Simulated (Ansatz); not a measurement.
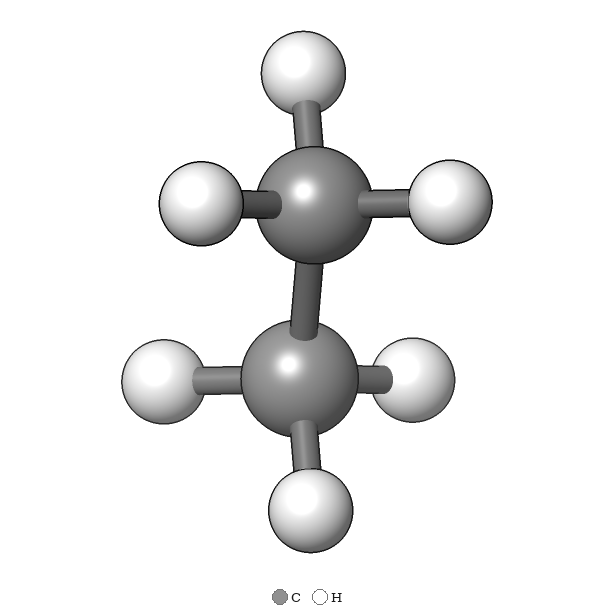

A ball-and-stick model of a molecule.

> Count the atoms of each element.

C₂H₆, 8 atoms: 2 carbon and 6 hydrogen.

> What is the point group of this geometry?

D3d.

> How many bonds of each kind are drawn?

6 C–H, 1 C–C. Sticks follow a distance rule.

> How many sets of symmetry-equivalent atoms are there?

2: 2 C, 6 H.

The parts below concern this one geometry. Atoms keep their numbers from picture to picture. The geometry was computed by an optimisation with PBE0-D4/def2-TZVP.

Thermal motion

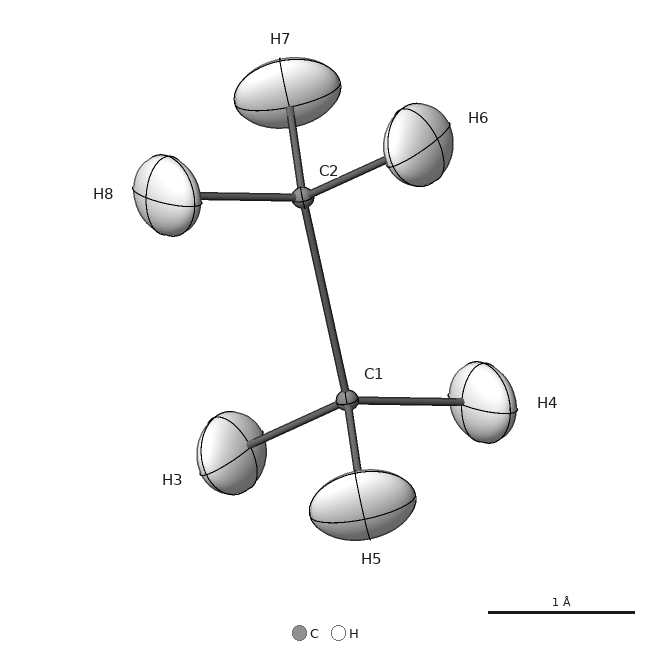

Displacement ellipsoids at the 50 % level, enlarged 1.5 times, from the internal vibrations of the free molecule (harmonic, no overall translation or rotation; no half-axis is drawn under 0.075 Å). Vibrations computed with RKS PBE0-D4/def2-TZVP (Ansatz 0.2.0). Temperature: 400 K.

List U_eq and the three principal root-mean-square amplitudes for each kind of atom.

```tsv
atom	U_eq (Å²)	rms amplitudes (Å)
C1, C2	0.00047	0.018, 0.018, 0.027
H3, H4, H5, H6…	0.0148	0.072, 0.118, 0.158
```

Electronic properties

Level of theory: RKS BHLYP-D4/def2-TZVPP (Ansatz 0.2.0).

> Estimate the dispersion correction.

−7.1 kJ/mol.

Charges

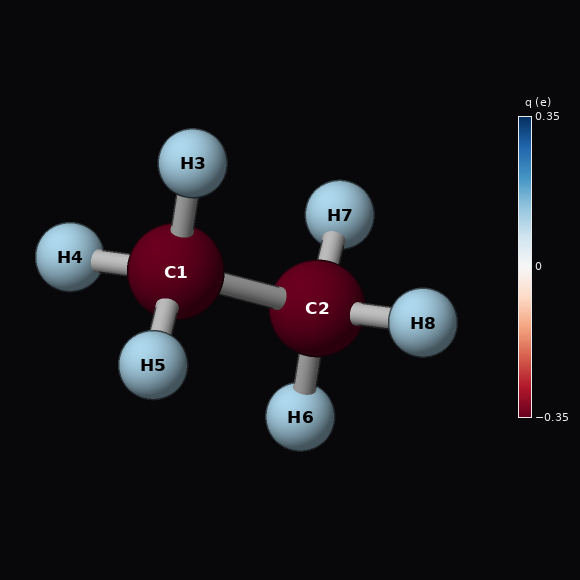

Atoms are coloured by their Mulliken charges. Level of theory: RKS PBE0-D4/def2-TZVP (Ansatz 0.2.0).

List the Mulliken charges.

```json
{"atom": "C1", "value (e)": "−0.35"}
{"atom": "C2", "value (e)": "−0.35"}
{"atom": "H3", "value (e)": "0.12"}
{"atom": "H4", "value (e)": "0.12"}
{"atom": "H5", "value (e)": "0.12"}
{"atom": "H6", "value (e)": "0.12"}
{"atom": "H7", "value (e)": "0.12"}
{"atom": "H8", "value (e)": "0.12"}
```

Mulliken values depend strongly on the basis set and can even reverse the polarity of a bond.
